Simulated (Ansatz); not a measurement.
Input

```
crystal:
  periodic: [false, false, false]
  atoms:
    - { symbol: B, position_ang: [0.0, 0.0, 0.0] }
    - { symbol: Cl, position_ang: [0.0, 0.0, 2.11] }
    - { symbol: H, position_ang: [1.0305, 0.0, -0.595] }
    - { symbol: H, position_ang: [-1.0305, 0.0, -0.595] }
    - { symbol: Cl, position_ang: [0.0, 0.0, 4.45] }
magnetization:
  spin_polarized: true
  initial_magnetization: 1
basis:
  gaussian: { orbitals: def2-SVP }
hamiltonian:
  xc: b3lyp
  dispersion: d4
relax:
  f_tol: 0.15
  max_steps: 25
  restrain:
    - { distance: [1, 4], at: 2.04, k: 30.0 }
    - { distance: [0, 1], at: 3.06, k: 30.0 }
output:
  orbitals: {}
```

Command:

```sh
ansatz run input.yaml --threads 1 --pin off --max-ram 2048MiB --backend cpu --events-out ev --progress --plain --runs-dir out
```

The fields are those of the run's last geometry, not of the input's.

Not at a stationary point (largest force 1.3 eV/Å).

These are results of UKS B3LYP-D4/def2-SVP in Ansatz 0.2.0, not measurements.

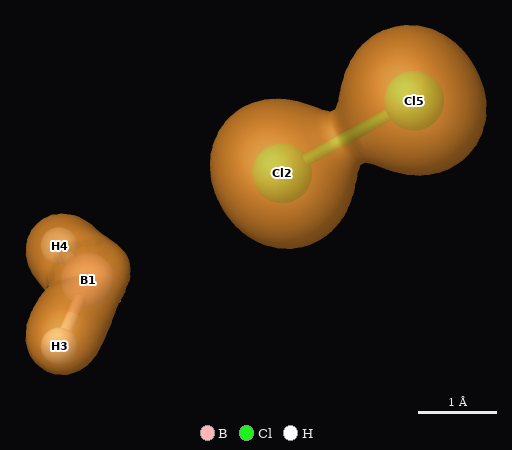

BH₂···Cl₂ (doublet). Isosurface of the total electron density at 0.6 e/Å³ (orange), seen at an oblique angle.

**How is the density connected at this value?**

At this value the surface falls into two separate pieces. It bridges the sampled Cl–Cl (2.07 Å) and B–H (1.20 Å) contacts, where the density stays above the isovalue. It is pinched off along the sampled B···Cl (3.05 Å) contacts. On the grid the lowest density along these lines, outside the cores, is 0.11 e/Å³ (B···Cl, 3.05 Å), 0.82 e/Å³ (Cl–Cl, 2.07 Å) and 1.2 e/Å³ (B–H, 1.20 Å).
